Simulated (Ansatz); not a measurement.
# GeAsH₃+ (doublet): from Hartree-Fock to the top rungs, cc-pVDZ

How much of the correlation energy of GeAsH₃+ (doublet) does each wave-function method recover here?

Program: Ansatz 0.2.0, Gaussian basis. Level of theory: cc-pVDZ, core rule «outside noble gas», up to 28 orbitals frozen. These are calculated values, not measurements.

The runs, in order: UHF; CCSD(T) on ROHF; CCSD(T) on UHF; BCCD(T) on ROHF; CISD as a restricted active space (open shells left free, so some higher excitations enter); CCSDT(Q) on ROHF; CCSDT(Q) on UHF.

22 further runs of the same task are left out: 9 that didn't finish, 13 set aside as unsound or not needed. Runs told in other sessions of the task aren't counted.

### Step 1. The geometry

The geometry is a PBE0/def2-TZVP stationary point (not a proven minimum) of the parent state, kept for this charge and spin. No spin-orbit coupling is included. The filled d shell of Ge, As may be among the frozen orbitals whatever the setting's name suggests.

5 atoms, charge 1, spin multiplicity 2.

Atoms are counted from 1 here; the program's logs count them from 0.

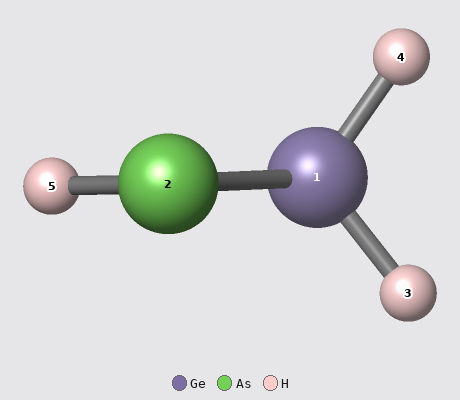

The structure; germanium purple, arsenic green, hydrogen pink; atoms are numbered from 1 in the order of the file.

In the tables R marks a restricted open-shell determinant and U an unrestricted one; energies count from the table's Hartree-Fock row.

### Step 2. UHF

Input file in.yaml:

```yaml
crystal:
  periodic: [false, false, false]
  atoms:
    - {symbol: Ge, position_ang: [0.000000, -0.056595, 1.214134]}
    - {symbol: As, position_ang: [0.000000, 0.056163, -1.206338]}
    - {symbol: H, position_ang: [-1.244560, 0.682142, 1.773873]}
    - {symbol: H, position_ang: [1.244554, 0.682153, 1.773873]}
    - {symbol: H, position_ang: [0.000006, -1.460284, -1.378912]}
basis:
  gaussian: {orbitals: cc-pVDZ}
total_charge: 1
magnetization: {spin_polarized: true, initial_magnetization: 1}
hamiltonian: {xc: hf}
output: {orbitals: {seedname: orbitals}}
```

Command:

```sh
> ansatz run in.yaml --threads 1 --pin off --events-out ev --progress --plain --max-ram 2393MiB
```

Log:

```text
Functional definition: HF
  name "HF"
  cite "Fock, Z. Phys. 61, 126 (1930) doi:10.1007/BF01340294"
  parent pbe
  exchange = exact_x
  correlation = 0
786 factors; integrals over basis functions are off by at most 1.3e-3 eV
mean field evaluation 1: about -117305.3351 eV, gradient 9.1e0 eV
mean field evaluation 2: about -117305.3383 eV, gradient 9.1e0 eV
mean field evaluation 4: about -117306.2978 eV, gradient 1.4e0 eV
mean field evaluation 8: about -117306.3410 eV, gradient 2.6e-1 eV
mean field evaluation 16: about -117306.4151 eV, gradient 7.6e-3 eV
mean field evaluation 32: about -117304.7493 eV, gradient 5.2e0 eV
mean field evaluation 64: about -117305.5352 eV, gradient 3.5e-1 eV
mean field evaluation 96: about -117306.3299 eV, gradient 2.9e-1 eV
mean field -117306.41515165 eV, -4310.9312436790 hartree, gradient 3.8e-5 eV, S^2 1.104046; 3 other end points of the search recorded, 0 dependent functions left out
reference -117306.41515165 eV, -4310.9312436790 hartree; 34, 33 occupied and 35, 36 virtual orbitals, 786 factors
Total energy: -117306.41515165 eV, -4310.9312436790 hartree
```

Run time: 6.5 s. Hardware: 1 thread of Arm Neoverse V2, shared host.

From the report: ⟨S²⟩ of the determinant 1.104 (pure doublet: 0.75).

### Step 3. CCSD(T) on ROHF

in.yaml: that of step 2 with these lines changed.

```diff
@@ -11,4 +11,3 @@
 total_charge: 1
-magnetization: {spin_polarized: true, initial_magnetization: 1}
-hamiltonian: {xc: hf}
-output: {orbitals: {seedname: orbitals}}
+magnetization: {spin_polarized: false, initial_magnetization: 1}
+correlation: {method: ccsd_t, electrons: outside_noble_gas}
```

Same command.

Log, cut to the lines that bear on the results:

```text
Functional definition: HF
  name "HF"
  cite "Fock, Z. Phys. 61, 126 (1930) doi:10.1007/BF01340294"
  parent pbe
[...]
786 factors; integrals over basis functions are off by at most 1.3e-3 eV
[...]
mean field -117306.21537870 eV, -4310.9239021585 hartree, gradient 1.1e-6 eV, S^2 0.750000; 4 other end points of the search recorded, 0 dependent functions left out
[...]
determinant -117306.21537870 eV, -4310.9239021585 hartree, with singles and doubles -117311.96001468 eV, -4311.1350136371 hartree
determinant -117305.49199838 eV, -4310.8973184223 hartree, with singles and doubles -117311.03737959 eV, -4311.1011074228 hartree
determinant -117302.83006079 eV, -4310.7994940202 hartree, with singles and doubles -117308.70092991 eV, -4311.0152444810 hartree
28 core orbitals not correlated: weight in the atoms' cores, before any rotation towards them, 1.000 or more for the frozen orbitals, at most 0.000 for the correlated occupied ones
reference -117306.21537870 eV, -4310.9239021585 hartree; 6, 5 occupied and 35, 36 virtual orbitals, 786 factors
second order -4.59042816 eV of doubles, -0.06535585 eV of singles
cycle   1  -5.74486906 eV  change   -2.3e-4 eV  update   2.2e-3
[...]
cycle  10  -5.74591982 eV  change   -2.7e-6 eV  update   4.0e-6
perturbative correction -0.19002081 eV, -0.0069831360 hartree
Total energy: -117312.15131932 eV, -4311.1420439531 hartree
```

Run time: 13 s. Hardware: 1 thread of Arm Neoverse V2, shared host.

From the report: correlation -5.9359 eV; T1 0.030; largest double amplitude 0.11.

### Step 4. CCSD(T) on UHF

in.yaml: that of step 3 with these lines changed.

```diff
@@ -11,3 +11,3 @@
 total_charge: 1
-magnetization: {spin_polarized: false, initial_magnetization: 1}
+magnetization: {spin_polarized: true, initial_magnetization: 1}
 correlation: {method: ccsd_t, electrons: outside_noble_gas}
```

The command is unchanged.

Log, cut to the lines that bear on the results:

```text
Functional definition: HF
  name "HF"
  cite "Fock, Z. Phys. 61, 126 (1930) doi:10.1007/BF01340294"
  parent pbe
[...]
786 factors; integrals over basis functions are off by at most 1.3e-3 eV
[...]
mean field -117306.41515165 eV, -4310.9312436790 hartree, gradient 1.8e-6 eV, S^2 1.104038; 11 other end points of the search recorded, 0 dependent functions left out
determinant -117306.41515165 eV, -4310.9312436790 hartree, with singles and doubles -117311.94503495 eV, -4311.1344631420 hartree
determinant -117305.54054452 eV, -4310.8991024600 hartree, with singles and doubles -117311.04205901 eV, -4311.1012793884 hartree
determinant -117304.86281152 eV, -4310.8741962317 hartree, with singles and doubles -117309.96346637 eV, -4311.0616418401 hartree
determinant -117304.10162810 eV, -4310.8462232567 hartree, with singles and doubles -117309.64360451 eV, -4311.0498871332 hartree
28 core orbitals not correlated: weight in the atoms' cores, before any rotation towards them, 1.000 or more for the frozen orbitals, at most 0.000 for the correlated occupied ones
reference -117306.41515165 eV, -4310.9312436790 hartree; 6, 5 occupied and 35, 36 virtual orbitals, 786 factors
second order -4.32996658 eV of doubles, -0.00000000 eV of singles
cycle   1  -5.53220612 eV  change   -2.3e-3 eV  update   4.7e-3
[...]
cycle  11  -5.54223199 eV  change   -6.7e-6 eV  update   4.0e-6
perturbative correction -0.18492919 eV, -0.0067960224 hartree
Total energy: -117312.14231283 eV, -4311.1417129703 hartree
```

It took 38 s on 1 thread of Arm Neoverse V2, shared host.

From the report: ⟨S²⟩ of the determinant 1.104 (pure doublet: 0.75); correlation -5.7272 eV; T1 0.057; largest double amplitude 0.11.

### Step 5. BCCD(T) on ROHF

in.yaml: that of step 4 with these lines changed.

```diff
@@ -11,3 +11,3 @@
 total_charge: 1
-magnetization: {spin_polarized: true, initial_magnetization: 1}
-correlation: {method: ccsd_t, electrons: outside_noble_gas}
+magnetization: {spin_polarized: false, initial_magnetization: 1}
+correlation: {method: bccd_t, electrons: outside_noble_gas}
```

Launched as before.

Log, cut to the lines that bear on the results:

```text
Functional definition: HF
  name "HF"
  cite "Fock, Z. Phys. 61, 126 (1930) doi:10.1007/BF01340294"
  parent pbe
[...]
786 factors; integrals over basis functions are off by at most 1.3e-3 eV
[...]
mean field -117306.21537870 eV, -4310.9239021585 hartree, gradient 1.1e-6 eV, S^2 0.750000; 4 other end points of the search recorded, 0 dependent functions left out
[...]
determinant -117306.21537870 eV, -4310.9239021585 hartree, with singles and doubles -117311.96001468 eV, -4311.1350136371 hartree
determinant -117305.49199838 eV, -4310.8973184223 hartree, with singles and doubles -117311.03737959 eV, -4311.1011074228 hartree
determinant -117302.83006079 eV, -4310.7994940202 hartree, with singles and doubles -117308.70092991 eV, -4311.0152444810 hartree
28 core orbitals not correlated: weight in the atoms' cores, before any rotation towards them, 1.000 or more for the frozen orbitals, at most 0.000 for the correlated occupied ones
reference -117306.21537870 eV, -4310.9239021585 hartree; 6, 5 occupied and 35, 36 virtual orbitals, 786 factors
second order -4.59042816 eV of doubles, -0.06535585 eV of singles
cycle   1  -5.73980011 eV  change    4.8e-3 eV  update   1.2e-2
[...]
cycle  12  -5.73678251 eV  change    9.9e-7 eV  update   8.0e-6
perturbative correction -0.19893216 eV, -0.0073106219 hartree
Total energy: -117312.15109336 eV, -4311.1420356491 hartree
```

It took 14 s on 1 thread of Arm Neoverse V2, shared host.

From the report: correlation -5.9357 eV; largest double amplitude 0.11.

### Step 6. CISD as a restricted active space (open shells left free, so some higher excitations enter)

in.yaml: that of step 5 with these lines changed.

```diff
@@ -12,2 +12,2 @@
 magnetization: {spin_polarized: false, initial_magnetization: 1}
-correlation: {method: bccd_t, electrons: outside_noble_gas}
+correlation: {active_space: {ras: {orbitals: [5, 1, 35], electrons: 11, max_holes: 2, max_particles: 2}, fixed_orbitals: true}}
```

Same command.

Log:

```text
Functional definition: HF
  name "HF"
  cite "Fock, Z. Phys. 61, 126 (1930) doi:10.1007/BF01340294"
  parent pbe
  exchange = exact_x
  correlation = 0
786 factors; integrals over basis functions are off by at most 1.3e-3 eV
mean field evaluation 1: about -117305.3284 eV, gradient 1.2e1 eV
mean field evaluation 2: about -117305.3314 eV, gradient 1.2e1 eV
mean field evaluation 4: about -117306.1946 eV, gradient 1.6e0 eV
mean field evaluation 8: about -117306.2154 eV, gradient 7.9e-4 eV
mean field evaluation 16: about -117305.4920 eV, gradient 1.4e-4 eV
mean field -117306.21537870 eV, -4310.9239021585 hartree, gradient 1.1e-6 eV, S^2 0.750000; 3 other end points of the search recorded, 0 dependent functions left out
reference -117306.21537870 eV, -4310.9239021585 hartree; 34, 33 occupied and 35, 36 virtual orbitals, 786 factors
state -117311.46026508 eV, -4311.1166481779 hartree
Total energy: -117311.46026508 eV, -4311.1166481779 hartree
```

Run time: 4.6 s. Hardware: 1 thread of Arm Neoverse V2, shared host.

From the report: 40,952 determinants.

### Step 7. CCSDT(Q) on ROHF

in.yaml: that of step 6 with these lines changed.

```diff
@@ -12,2 +12,2 @@
 magnetization: {spin_polarized: false, initial_magnetization: 1}
-correlation: {active_space: {ras: {orbitals: [5, 1, 35], electrons: 11, max_holes: 2, max_particles: 2}, fixed_orbitals: true}}
+correlation: {method: ccsdt_q, electrons: outside_noble_gas}
```

Same command.

Log, cut to the lines that bear on the results:

```text
Functional definition: HF
  name "HF"
  cite "Fock, Z. Phys. 61, 126 (1930) doi:10.1007/BF01340294"
  parent pbe
[...]
1395 factors; integrals over basis functions are off by at most 1.5e-7 eV
[...]
mean field -117306.21550955 eV, -4310.9239069673 hartree, gradient 2.9e-6 eV, S^2 0.750000; 4 other end points of the search recorded, 0 dependent functions left out
[...]
determinant -117306.21550955 eV, -4310.9239069673 hartree, with singles and doubles -117311.96015195 eV, -4311.1350186817 hartree
determinant -117305.49213891 eV, -4310.8973235867 hartree, with singles and doubles -117311.03752727 eV, -4311.1011128499 hartree
determinant -117302.83019534 eV, -4310.7994989646 hartree, with singles and doubles -117308.70110880 eV, -4311.0152510549 hartree
28 core orbitals not correlated: weight in the atoms' cores, before any rotation towards them, 1.000 or more for the frozen orbitals, at most 0.000 for the correlated occupied ones
reference -117306.21550955 eV, -4310.9239069673 hartree; 6, 5 occupied and 35, 36 virtual orbitals, 1395 factors
second order -4.59047122 eV of doubles, -0.06535580 eV of singles
cycle   1  -5.39991425 eV  change   -7.4e-1 eV  update   9.1e-2
[...]
cycle  25  -5.97938748 eV  change   -6.8e-7 eV  update   4.6e-7
perturbative correction -0.01167049 eV, -0.0004288826 hartree
Total energy: -117312.20656752 eV, -4311.1440742867 hartree
```

Run time: 52 s. Hardware: 1 thread of Arm Neoverse V2, shared host; peak memory 0.58 GiB.

From the report: correlation -5.9911 eV; T1 0.032; largest double amplitude 0.13.

### Step 8. CCSDT(Q) on UHF

in.yaml: that of step 7 with these lines changed.

```diff
@@ -11,3 +11,3 @@
 total_charge: 1
-magnetization: {spin_polarized: false, initial_magnetization: 1}
+magnetization: {spin_polarized: true, initial_magnetization: 1}
 correlation: {method: ccsdt_q, electrons: outside_noble_gas}
```

Same command.

Log, cut to the lines that bear on the results:

```text
Functional definition: HF
  name "HF"
  cite "Fock, Z. Phys. 61, 126 (1930) doi:10.1007/BF01340294"
  parent pbe
[...]
1395 factors; integrals over basis functions are off by at most 1.5e-7 eV
[...]
mean field -117306.41528476 eV, -4310.9312485709 hartree, gradient 1.9e-6 eV, S^2 1.104044; 13 other end points of the search recorded, 0 dependent functions left out
determinant -117306.41528476 eV, -4310.9312485709 hartree, with singles and doubles -117311.94517282 eV, -4311.1344682089 hartree
determinant -117305.54068509 eV, -4310.8991076260 hartree, with singles and doubles -117311.04220612 eV, -4311.1012847946 hartree
determinant -117304.86295387 eV, -4310.8742014630 hartree, with singles and doubles -117309.96361206 eV, -4311.0616471939 hartree
determinant -117304.10176828 eV, -4310.8462284083 hartree, with singles and doubles -117309.64375113 eV, -4311.0498925216 hartree
determinant -117303.10543381 eV, -4310.8096137920 hartree, with singles and doubles -117308.70007784 eV, -4311.0152131677 hartree
determinant -117302.94675732 eV, -4310.8037825385 hartree, with singles and doubles -117308.32879352 eV, -4311.0015687206 hartree
28 core orbitals not correlated: weight in the atoms' cores, before any rotation towards them, 1.000 or more for the frozen orbitals, at most 0.000 for the correlated occupied ones
reference -117306.41528476 eV, -4310.9312485709 hartree; 6, 5 occupied and 35, 36 virtual orbitals, 1395 factors
second order -4.33000056 eV of doubles, -0.00000000 eV of singles
cycle   1  -5.07822144 eV  change   -7.5e-1 eV  update   9.1e-2
[...]
cycle  26  -5.78049693 eV  change   -3.1e-7 eV  update   3.6e-7
perturbative correction -0.01338796 eV, -0.0004919983 hartree
Total energy: -117312.20916965 eV, -4311.1441699133 hartree
```

Run time: 1.8 min. Hardware: 1 thread of Arm Neoverse V2, shared host; peak memory 0.47 GiB.

From the report: ⟨S²⟩ of the determinant 1.104 (pure doublet: 0.75); correlation -5.7939 eV; T1 0.065; largest double amplitude 0.14.

### Step 9. The ladder

The yardstick is UCCSDT(Q), where the cluster series has nearly closed. Rows without a time are mean-field rows or come out of runs for another level: lower rungs of the coupled-cluster runs, or the Hartree-Fock search.

| method | energy from the lowest ROHF (meV) | from UCCSDT(Q) (meV) | time |
| --- | --- | --- | --- |
| ROHF | 0.0 | +5993.8 |  |
| UHF | -199.8 | +5794.0 |  |
| RMP2 | -4655.8 | +1338.0 |  |
| UMP2 | -4529.7 | +1464.1 |  |
| CISD | -5244.9 | +748.9 | 4.6 s |
| RCCSD | -5745.9 | +247.9 |  |
| UCCSD | -5742.0 | +251.8 |  |
| RCCSD(T) | -5935.9 | +57.9 | 13 s |
| UCCSD(T) | -5926.9 | +66.9 | 38 s |
| BCCD(T) | -5935.7 | +58.1 | 14 s |
| RCCSDT | -5979.5 | +14.3 |  |
| UCCSDT | -5980.4 | +13.4 |  |
| RCCSDT(Q) | -5991.2 | +2.6 | 52 s |
| UCCSDT(Q) | -5993.8 | 0 | 1.8 min |

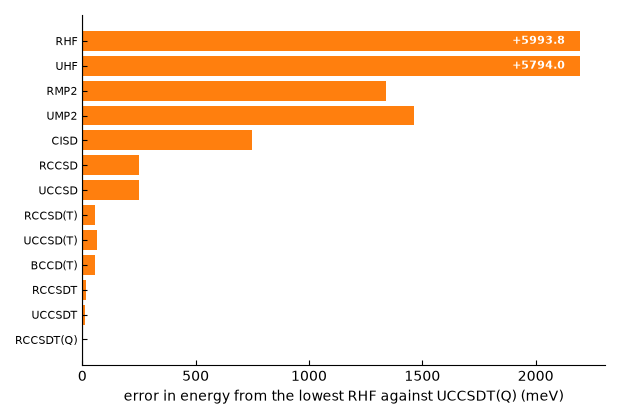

How far each level lands from UCCSDT(Q). Bars with a number in them are cut short.

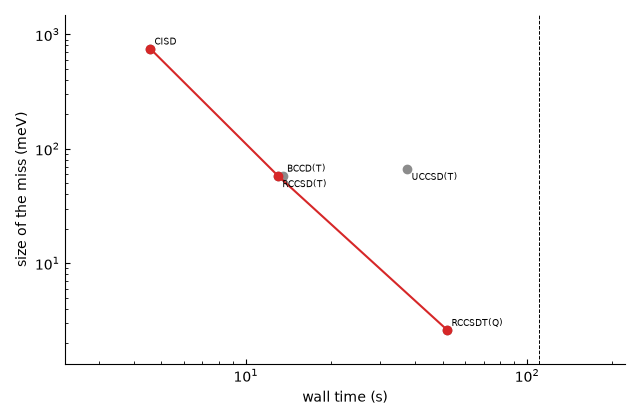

Accuracy for the time spent; red marks the levels that beat every quicker one drawn (of those quicker than the yardstick), and the dashed line is the time of UCCSDT(Q). Times are from a shared host.

### Step 10. Results

| quantity | value |
| --- | --- |
| UCCSDT(Q) from the ROHF energy | -5.9938 eV |
| RMP2 from UCCSDT(Q) | +1338.0 meV |
| UMP2 from UCCSDT(Q) | +1464.1 meV |
| RCCSD from UCCSDT(Q) | +247.9 meV |
| RCCSD(T) from UCCSDT(Q) | +57.9 meV |
| UCCSD(T) from UCCSDT(Q) | +66.9 meV |
| RCCSDT(Q) from UCCSDT(Q) | +2.6 meV |
| levels within 1 kcal/mol (43 meV) | RCCSDT, UCCSDT, RCCSDT(Q) |
| T1 diagnostic | 0.030 |

In words: RCCSD(T) lands +57.9 meV from the yardstick (1.0 % of the correlation energy). These misses are within one basis, not against nature; the frozen cores of restricted and unrestricted runs differ, which can shift their rows.

With open shells the CI space here admits some higher excitations, so it is larger than plain CISD.

For cost: RCCSDT(Q) gets within 2.6 meV in 52 s, where UCCSDT(Q) took 1.8 min; the quickest level in the cost chart, CISD, takes 4.6 s and misses by 748.9 meV.
